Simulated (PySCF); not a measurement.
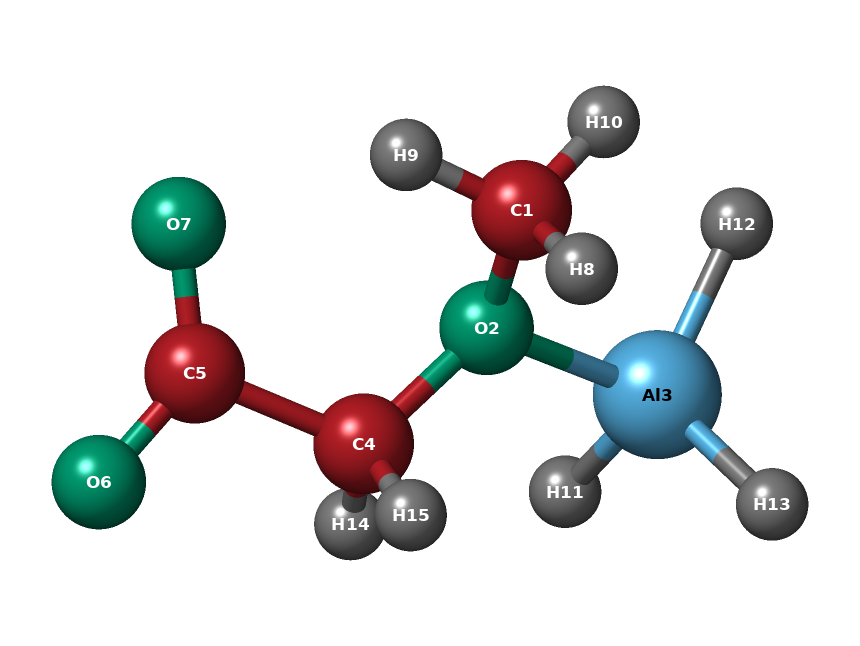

Every bond is drawn as one stick. State: charge −1, singlet. Computed geometry: PBE0-D3(BJ)/def2-SVP optimisation. No frequency run is at hand to confirm it as a minimum. Method: PBE0/pcSseg-1 (PySCF 2.14.0).

List the Mayer bond orders of C1–O2, C1–H8, C1–H9, C1–H10, O2–Al3, O2–C4, Al3–H11, Al3–H12, Al3–H13, C4–C5, C4–H14, C4–H15, C5–O6, C5–O7.

```csv
bond,Mayer order,length (Å)
C1–O2,0.83,1.425
C1–H8,0.96,1.105
C1–H9,0.93,1.099
C1–H10,0.96,1.098
O2–Al3,0.36,1.926
O2–C4,0.72,1.454
Al3–H11,0.86,1.611
Al3–H12,0.85,1.617
Al3–H13,0.87,1.621
C4–C5,0.89,1.560
C4–H14,0.94,1.098
C4–H15,0.94,1.104
C5–O6,1.75,1.237
C5–O7,1.71,1.244
```
